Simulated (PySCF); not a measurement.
**Frequency calculation of CH$_{7}$BSi**

The run: frequency calculation of CH$_{7}$BSi, SMILES CB[SiH3]. Method and program: HF/6-31G, RHF, dispersion D3(BJ), sfX2C (PySCF 2.14.0).

The geometry was optimised with HF/6-31G saddle symmetrised. Figures and captions count atoms from 1; the log counts them from 0 in places.

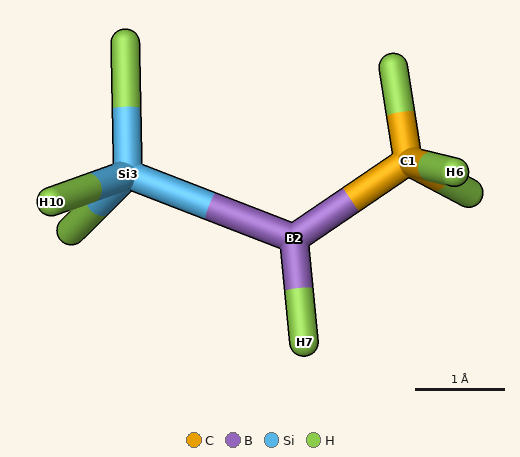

*The structure as given in the input (stick view, seen on its broad side; atoms are numbered from 1 in the order of the input).*

Bond lengths as drawn: B–C 1.56 Å, B–H 1.19 Å, B–Si 2.03 Å, C–H 1.08 to 1.09 Å and H–Si 1.49 to 1.50 Å.

## Input (input.py)
```python
from pyscf import gto, symm
from pyscf.hessian import thermo

mol = gto.M(
    atom='mol.xyz',
    verbose=3,
    basis='6-31g',
    max_memory=1860,
    spin=0,
)

mf = mol.RHF()
mf = mf.x2c()
mf = mf.density_fit(auxbasis='def2-universal-jkfit')
mf.disp = 'd3bj'
mf.kernel()

etot = mf.e_tot
print('E(%s) = %.9f' % ('HF', etot))
hess = mf.Hessian().kernel()
modes = thermo.harmonic_analysis(mol, hess)
thermo.dump_normal_mode(mol, modes)
symm.geom.TOLERANCE = 1e-3  # for the symmetry number
th = thermo.thermo(mf, modes['freq_au'], 1200, 101325)
thermo.dump_thermo(mol, th)
```

## File mol.xyz
```
10
CH7BSi
C     -1.477028     1.128123    -0.724875
B     -0.211712     0.225010    -0.877782
Si     0.784772    -0.623527     0.679987
H     -1.806233     1.283406     0.292438
H     -2.300216     0.698679    -1.293060
H     -1.287356     2.098538    -1.178984
H      0.202282     0.014898    -1.972358
H      0.802680    -2.113985     0.545204
H      0.182278    -0.295562     2.008285
H      2.210638    -0.168066     0.703779
```

Command:
```bash
OMP_NUM_THREADS=1 python input.py
```

## What the program printed
```
converged SCF energy = -356.059466293015
E(HF) = -356.059466293

WARN: DFTD3 does not support analytical Hessian, using finite difference

WARN: Mole.unit (angstrom) is changed to Bohr

Mode                                 0                   1                   2
Irrep
Freq [cm^-1]                      -61.7571             30.5465            227.9567
Reduced mass [au]                   1.0503              1.2119              2.2291
Force const [Dyne/A]               -0.0024              0.0007              0.0682
Char temp [K]                       0.0000             43.9496            327.9789
Normal mode                   x     y     z       x     y     z       x     y     z
       0   C                -0.01 -0.02 -0.00   -0.04 -0.05 -0.00   -0.08  0.06 -0.11
       1   B                -0.03 -0.04 -0.00    0.07  0.09  0.01   -0.06  0.04  0.12
       2  Si                 0.01  0.02  0.00   -0.00 -0.00 -0.00    0.05 -0.04  0.02
       3   H                -0.26 -0.36 -0.03   -0.03 -0.05 -0.00   -0.22  0.17 -0.17
       4   H                 0.08  0.38 -0.42    0.01 -0.21  0.04    0.00  0.01 -0.19
       5   H                 0.30  0.15  0.47   -0.20 -0.05 -0.06    0.00  0.01 -0.19
       6   H                -0.03 -0.04 -0.00    0.15  0.21  0.02    0.01 -0.02  0.15
       7   H                -0.13  0.00  0.10   -0.50 -0.02  0.12    0.05 -0.02 -0.16
       8   H                 0.11  0.16  0.01    0.21  0.29  0.02    0.27 -0.21  0.16
       9   H                 0.05 -0.11 -0.11    0.14 -0.46 -0.16    0.05 -0.03 -0.16
Mode                                 3                   4                   5
Irrep
Freq [cm^-1]                      468.1749            524.8815            655.3695
Reduced mass [au]                   1.0848              1.9816              1.7508
Force const [Dyne/A]                0.1401              0.3217              0.4431
Char temp [K]                     673.5994            755.1877            942.9308
Normal mode                   x     y     z       x     y     z       x     y     z
       0   C                -0.01 -0.02 -0.00    0.08 -0.06  0.02   -0.02  0.02 -0.02
       1   B                -0.00 -0.01 -0.00    0.04 -0.04  0.10    0.00  0.01 -0.17
       2  Si                 0.03  0.04  0.00   -0.07  0.05 -0.04   -0.01 -0.00  0.07
       3   H                 0.02  0.03  0.00    0.04 -0.03  0.01    0.20 -0.15  0.08
       4   H                -0.04  0.04  0.01    0.10 -0.07  0.00   -0.15  0.09  0.12
       5   H                 0.06 -0.03 -0.01    0.10 -0.07  0.00   -0.14  0.10  0.12
       6   H                -0.22 -0.31 -0.03    0.14 -0.11  0.16    0.08 -0.05 -0.13
       7   H                -0.35  0.06 -0.45   -0.05  0.08 -0.34    0.05  0.02 -0.21
       8   H                -0.19 -0.27 -0.02    0.25 -0.19  0.16    0.33 -0.26  0.28
       9   H                 0.13 -0.36  0.42   -0.06  0.06 -0.35    0.02 -0.03 -0.21
Mode                                 6                   7                   8
Irrep
Freq [cm^-1]                      706.1247            906.0947            944.7822
Reduced mass [au]                   1.1205              1.2353              1.1162
Force const [Dyne/A]                0.3292              0.5975              0.5870
Char temp [K]                    1015.9563           1303.6685           1359.3313
Normal mode                   x     y     z       x     y     z       x     y     z
       0   C                -0.03 -0.04 -0.00    0.06 -0.05  0.05    0.00 -0.00  0.00
       1   B                -0.05 -0.06 -0.01   -0.05  0.04 -0.05    0.01 -0.00 -0.01
       2  Si                 0.01  0.01  0.00   -0.01  0.01  0.02    0.03 -0.02  0.05
       3   H                 0.16  0.21  0.02   -0.21  0.16 -0.08   -0.02  0.01 -0.01
       4   H                -0.28  0.31  0.12    0.25 -0.14 -0.17    0.01 -0.01 -0.01
       5   H                 0.39 -0.16 -0.10    0.22 -0.18 -0.17    0.01 -0.01 -0.01
       6   H                 0.37  0.51  0.04   -0.48  0.37 -0.28   -0.11  0.09 -0.08
       7   H                -0.07  0.01 -0.07    0.08  0.00 -0.01   -0.35  0.03 -0.45
       8   H                -0.03 -0.05 -0.00    0.14 -0.11  0.11   -0.34  0.26 -0.21
       9   H                 0.03 -0.07  0.06    0.02 -0.08 -0.02   -0.10  0.37 -0.42
Mode                                 9                  10                  11
Irrep
Freq [cm^-1]                      961.9297            998.7918           1018.5238
Reduced mass [au]                   1.5976              1.0372              1.0885
Force const [Dyne/A]                0.8709              0.6097              0.6653
Char temp [K]                    1384.0026           1437.0390           1465.4290
Normal mode                   x     y     z       x     y     z       x     y     z
       0   C                -0.06 -0.08 -0.01    0.01 -0.01 -0.00    0.02  0.03  0.00
       1   B                 0.09  0.12  0.01   -0.01  0.01 -0.01   -0.04 -0.06 -0.00
       2  Si                -0.02 -0.03 -0.00    0.02 -0.01 -0.02   -0.01 -0.02 -0.00
       3   H                 0.11  0.16  0.01    0.03 -0.02  0.00   -0.04 -0.06 -0.00
       4   H                -0.23  0.26  0.03    0.01 -0.01  0.00    0.09 -0.10 -0.01
       5   H                 0.32 -0.14 -0.02    0.01 -0.01  0.00   -0.12  0.05  0.01
       6   H                -0.22 -0.30 -0.02   -0.02  0.01 -0.01    0.10  0.13  0.01
       7   H                 0.15 -0.00 -0.07   -0.59 -0.04  0.25    0.10  0.04 -0.44
       8   H                 0.20  0.27  0.02    0.27 -0.21  0.17    0.38  0.53  0.04
       9   H                -0.06  0.13  0.08   -0.17  0.54  0.29   -0.03  0.06  0.45
Mode                                12                  13                  14
Irrep
Freq [cm^-1]                     1119.5396           1236.9884           1506.0502
Reduced mass [au]                   2.5784              1.5923              1.2363
Force const [Dyne/A]                1.9040              1.4355              1.6521
Char temp [K]                    1610.7682           1779.7509           2166.8709
Normal mode                   x     y     z       x     y     z       x     y     z
       0   C                -0.10  0.06  0.09    0.02 -0.02  0.08    0.10 -0.08  0.01
       1   B                 0.15 -0.11 -0.06   -0.11  0.09 -0.09   -0.02  0.01  0.00
       2  Si                -0.01  0.01 -0.00    0.01 -0.01  0.01    0.00 -0.00 -0.00
       3   H                -0.42  0.31 -0.05   -0.17  0.12 -0.02   -0.30  0.23 -0.15
       4   H                 0.04  0.02 -0.10    0.19 -0.08 -0.13   -0.22  0.52 -0.00
       5   H                -0.00 -0.03 -0.10    0.15 -0.14 -0.14   -0.56  0.05 -0.04
       6   H                 0.11 -0.07 -0.09    0.48 -0.37  0.22   -0.01  0.00  0.02
       7   H                -0.04  0.00 -0.01   -0.02 -0.01 -0.02    0.00 -0.00  0.00
       8   H                 0.07 -0.05  0.03   -0.07  0.05 -0.03   -0.00  0.00 -0.00
       9   H                -0.02  0.04 -0.01    0.01  0.02 -0.01    0.00 -0.00  0.00
Mode                                15                  16                  17
Irrep
Freq [cm^-1]                     1612.2220           1627.6417           2221.9840
Reduced mass [au]                   1.0659              1.0576              1.0261
Force const [Dyne/A]                1.6324              1.6508              2.9848
Char temp [K]                    2319.6285           2341.8141           3196.9402
Normal mode                   x     y     z       x     y     z       x     y     z
       0   C                 0.03 -0.02 -0.05    0.04  0.05  0.00    0.00 -0.00  0.00
       1   B                -0.01  0.01 -0.02    0.01  0.01  0.00   -0.00  0.00 -0.00
       2  Si                 0.00 -0.00  0.00   -0.00 -0.00 -0.00    0.02 -0.01  0.01
       3   H                -0.36  0.28 -0.20   -0.43 -0.59 -0.05   -0.00  0.00 -0.00
       4   H                -0.15 -0.32  0.46   -0.25  0.07  0.37    0.00 -0.00 -0.00
       5   H                 0.21  0.20  0.51    0.18 -0.18 -0.38    0.00 -0.00  0.00
       6   H                 0.03 -0.02  0.01   -0.02 -0.03 -0.00    0.01 -0.01 -0.02
       7   H                -0.00 -0.00  0.00    0.00 -0.00  0.00    0.01  0.53  0.05
       8   H                -0.00  0.00 -0.00    0.00  0.00  0.00    0.10 -0.05 -0.18
       9   H                 0.00  0.00  0.00   -0.00  0.00 -0.00   -0.76 -0.25 -0.01
Mode                                18                  19                  20
Irrep
Freq [cm^-1]                     2227.0255           2233.0369           2698.5828
Reduced mass [au]                   1.0474              1.0447              1.0945
Force const [Dyne/A]                3.0606              3.0693              4.6960
Char temp [K]                    3204.1938           3212.8429           3882.6599
Normal mode                   x     y     z       x     y     z       x     y     z
       0   C                 0.00  0.00  0.00    0.00 -0.00 -0.00    0.00 -0.00 -0.00
       1   B                -0.00 -0.00 -0.00   -0.00  0.00  0.00   -0.03  0.02  0.08
       2  Si                -0.02 -0.03 -0.00   -0.02  0.01  0.03   -0.00  0.00 -0.00
       3   H                -0.00 -0.00 -0.00    0.00 -0.00  0.00   -0.00  0.00  0.01
       4   H                 0.00 -0.00  0.00    0.00  0.00 -0.00    0.01  0.01  0.01
       5   H                -0.00  0.00 -0.00    0.00 -0.00 -0.00   -0.00 -0.01  0.01
       6   H                 0.01  0.00 -0.00    0.00 -0.00  0.01    0.33 -0.17 -0.88
       7   H                -0.02  0.80  0.07   -0.01 -0.17  0.00    0.00 -0.01  0.00
       8   H                 0.02 -0.03 -0.07    0.38 -0.21 -0.85    0.00 -0.00 -0.00
       9   H                 0.53  0.15  0.01    0.11  0.04  0.02    0.01  0.00  0.00
Mode                                21                  22                  23
Irrep
Freq [cm^-1]                     3167.6393           3217.5381           3283.8158
Reduced mass [au]                   1.0414              1.0918              1.0954
Force const [Dyne/A]                6.1566              6.6593              6.9597
Char temp [K]                    4557.5277           4629.3209           4724.6798
Normal mode                   x     y     z       x     y     z       x     y     z
       0   C                -0.04  0.03 -0.02   -0.05 -0.07 -0.01   -0.01  0.00  0.08
       1   B                 0.00 -0.00 -0.00   -0.00 -0.00 -0.00    0.00 -0.00  0.00
       2  Si                 0.00 -0.00  0.00   -0.00 -0.00 -0.00   -0.00  0.00  0.00
       3   H                 0.08 -0.04 -0.31   -0.02 -0.02  0.02    0.27 -0.13 -0.85
       4   H                 0.51  0.28  0.35    0.49  0.24  0.35   -0.16 -0.08 -0.09
       5   H                -0.12 -0.56  0.26    0.11  0.62 -0.30    0.04  0.20 -0.07
       6   H                -0.00  0.00  0.01    0.00  0.00  0.00    0.00 -0.00 -0.01
       7   H                -0.00  0.00 -0.00    0.00 -0.00  0.00    0.00 -0.00 -0.00
       8   H                -0.00  0.00 -0.00    0.00  0.00  0.00    0.00  0.00 -0.00
       9   H                -0.00 -0.00 -0.00   -0.00  0.00 -0.00    0.00 -0.00 -0.00
temperature 1200.0000 [K]
pressure 101325.00 [Pa]
Rotational constants [GHz] 28.52589 4.06934 3.79854
Symmetry number 1
Zero-point energy (ZPE) 0.07654 [Eh]   200944.161 [J/mol]
                           tot       elec      trans        rot        vib
Entropy [J/mol/K]       480.648      0.000    188.323    118.216    174.109
Cv [J/mol/K]            169.445      0.000     12.472     12.472    144.502
Cp [J/mol/K]            177.759      0.000     20.786     12.472    144.502
Internal energy [J/mol]                     14966.028  14966.028 302244.334
Internal energy [Eh]   -355.93295  -356.05947
Enthalpy [J/mol]                            24943.380  14966.028 302244.334
Enthalpy [Eh]          -355.92915
Gibbs free energy [J/mol]                  -201043.661 -126892.883  93313.119
Gibbs free energy [Eh] -356.14883
```

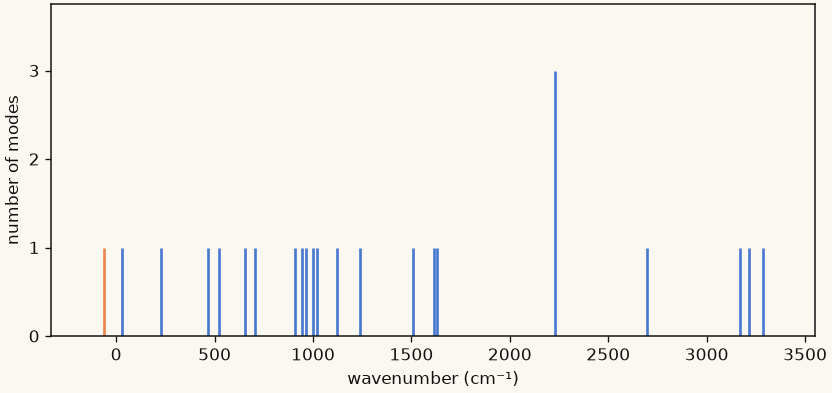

*Harmonic vibrational wavenumbers from the force constants; neighbouring modes closer than 15 cm⁻¹ are counted in one stick, and imaginary ones are drawn at negative wavenumbers.*

24 modes from 62i to 3284 cm⁻¹, 1 imaginary beyond 8i (62i cm⁻¹): not a clean minimum; so soft a mode can be a shallow saddle, an incomplete relaxation or noise of the force constants.

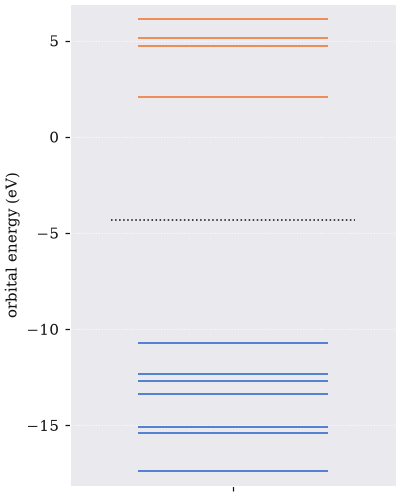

*Orbital energies near the frontier; the dotted line parts filled from empty levels, and levels within 0.02 eV of each other stand side by side.*

Highest filled −10.73 eV, lowest empty 2.05 eV, 12.78 eV apart.

## Key numbers

- outcome: converged
- total energy: −356.059466 hartree
- dispersion energy: −0.048455 hartree
- basis functions: 45
- HOMO: −10.73 eV
- LUMO: 2.05 eV
- zero-point energy: 0.076536 hartree
- dipole moment: 1.28 D
- wavenumbers, lowest and highest: 62i and 3284 cm⁻¹
- hardware: 1 thread of Arm Neoverse V2, 24 GiB of memory available, shared host
- wall time: 33 s
- peak memory: 0.27 GiB
